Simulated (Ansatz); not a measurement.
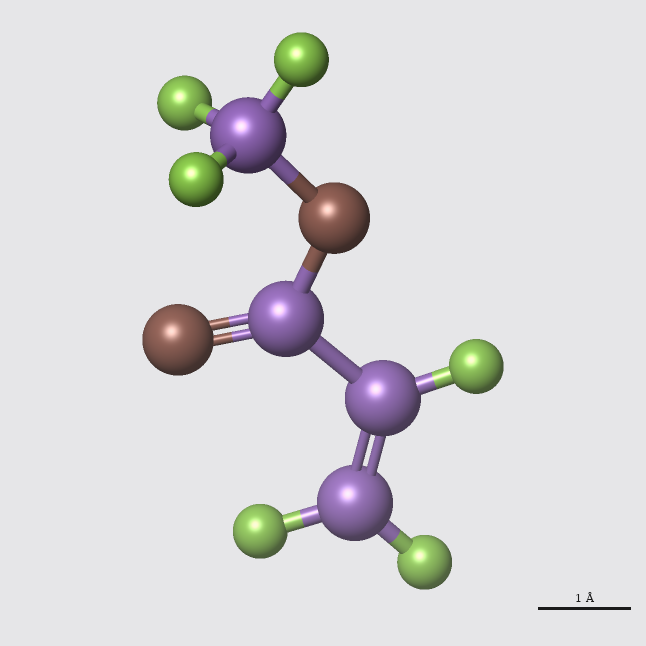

A ball-and-stick model of a molecule. Double and triple bonds are drawn as two and three sticks. Colours: carbon purple, oxygen brown, hydrogen green.

The geometry was computed by an optimisation with PBE0-D4/def2-TZVP.

> Give the formula.

C4H6O2, 12 atoms: 4 carbon, 6 hydrogen and 2 oxygen.

> Give the symmetry (Schoenflies symbol).

Cs.

> Name some functional groups or characteristic bonds that it holds.

Among them: ester, alkene.

> Describe its rings.

It has no ring.

> Give a SMILES string for it.

C=CC(=O)OC

The parts below concern this one geometry. Atoms keep their numbers from picture to picture.

Shape

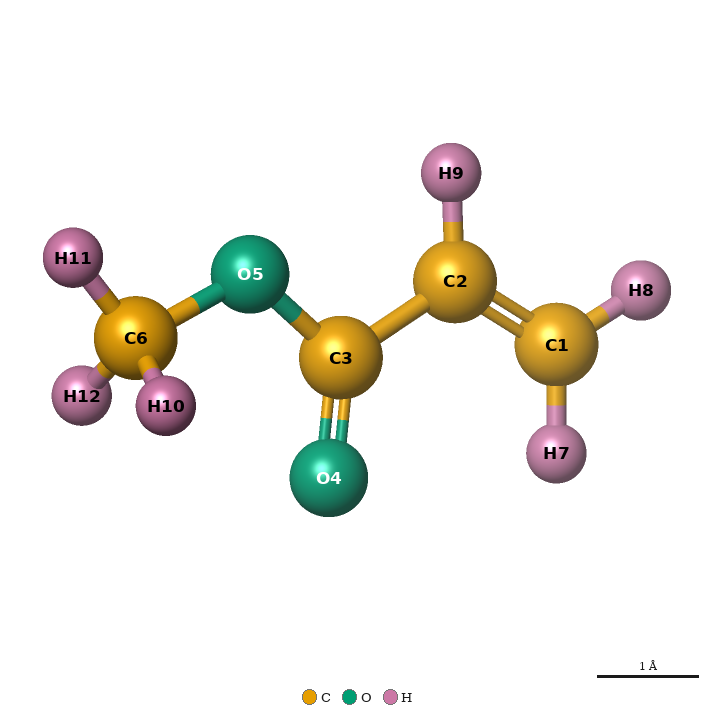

The atoms are numbered.

> What is the geometry at C1?

C1 has 3 neighbours (C2 at 1.33, H7 at 1.08, H8 at 1.08 Å); the arrangement is trigonal planar.

> What is the geometry at O5?

O5 has 2 neighbours (C3 at 1.34, C6 at 1.42 Å); the arrangement is bent.

> How are the neighbours of atom 6 arranged?

C6 has 4 neighbours (O5 at 1.42, H10 at 1.09, H11 at 1.09, H12 at 1.09 Å); the arrangement is tetrahedral.

> What is the geometry at C2?

C2 has 3 neighbours (C1 at 1.33, C3 at 1.48, H9 at 1.08 Å); the arrangement is trigonal planar.

> What is the dihedral angle O4–C3–O5–C6?

0° in size, that is syn (eclipsed).

Thermal motion

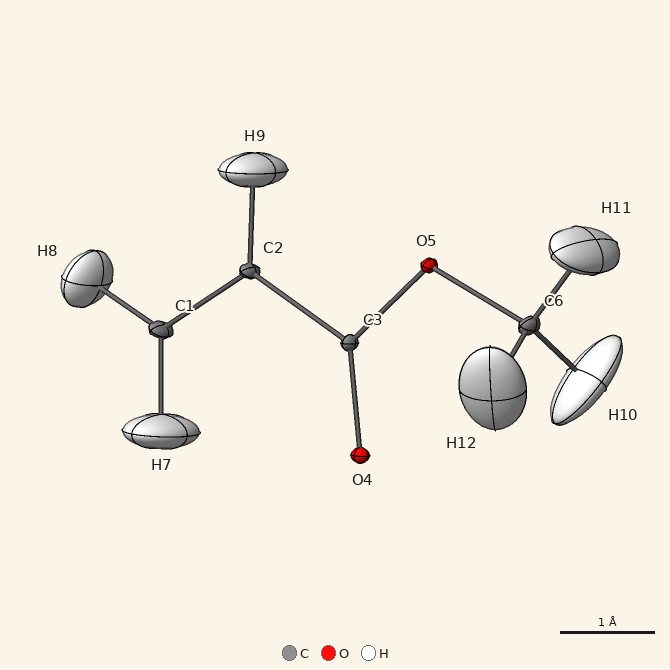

Displacement ellipsoids at the 50 % level, enlarged 1.5 times, from the internal vibrations of the free molecule (harmonic, no overall translation or rotation; no half-axis is drawn under 0.075 Å). Vibrations computed with RKS PBE0-D4/def2-TZVP (Ansatz 0.2.0). Temperature: 100 K.

Give the displacement parameters, one line for each set of equivalent atoms.

```
    atom  U_eq (Å²)   rms amplitudes (Å)
      C1     0.0035  0.033, 0.048, 0.084
      C2     0.0025  0.032, 0.038, 0.071
      C3     0.0020  0.032, 0.038, 0.058
      O4     0.0019  0.036, 0.043, 0.049
      O5     0.0016  0.031, 0.034, 0.053
      C6     0.0028  0.037, 0.047, 0.070
      H7     0.0278  0.079, 0.145, 0.237
      H8     0.0185  0.082, 0.138, 0.172
      H9     0.0232  0.078, 0.124, 0.219
H10, H12     0.0315  0.085, 0.154, 0.252
     H11     0.0289  0.083, 0.127, 0.252
```

Levels of theory compared

Program: Ansatz 0.2.0.

Tabulate dipole (D) at these levels: B3LYP-D4/def2-TZVPP; PBE-D4/def2-TZVPP; PBE0-D4/def2-TZVP; r2SCAN-D4/def2-TZVPP; ωB97M-V/def2-TZVPP.

```json
{"level": "B3LYP-D4/def2-TZVPP", "dipole (D)": "1.60"}
{"level": "PBE-D4/def2-TZVPP", "dipole (D)": "1.57"}
{"level": "PBE0-D4/def2-TZVP", "dipole (D)": "1.60"}
{"level": "r2SCAN-D4/def2-TZVPP", "dipole (D)": "1.60"}
{"level": "ωB97M-V/def2-TZVPP", "dipole (D)": "1.58"}
```

Charges

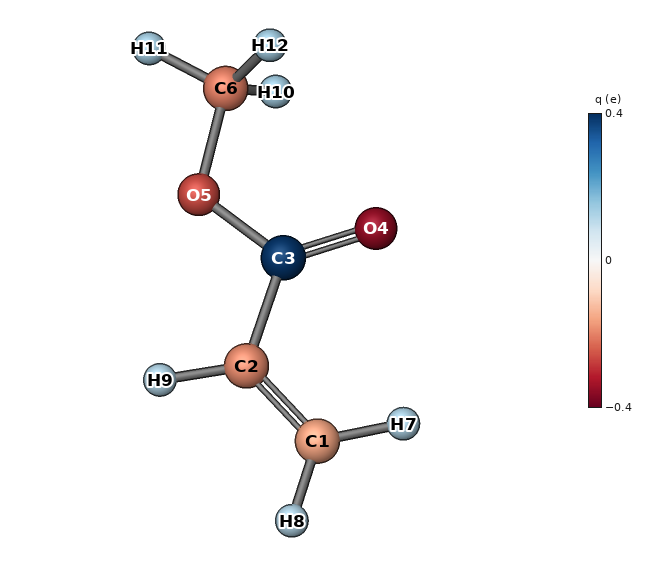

Atoms are coloured by their Mulliken charges. Method: RKS ωB97M-V/def2-TZVPP (Ansatz 0.2.0).

Give the Mulliken charges atom by atom.

| atom | value (e) |
| --- | --- |
| C1 | −0.16 |
| C2 | −0.19 |
| C3 | 0.39 |
| O4 | −0.35 |
| O5 | −0.26 |
| C6 | −0.20 |
| H7 | 0.12 |
| H8 | 0.12 |
| H9 | 0.12 |
| H10 | 0.14 |
| H11 | 0.13 |
| H12 | 0.14 |

Mulliken values depend strongly on the basis set and can even reverse the polarity of a bond.
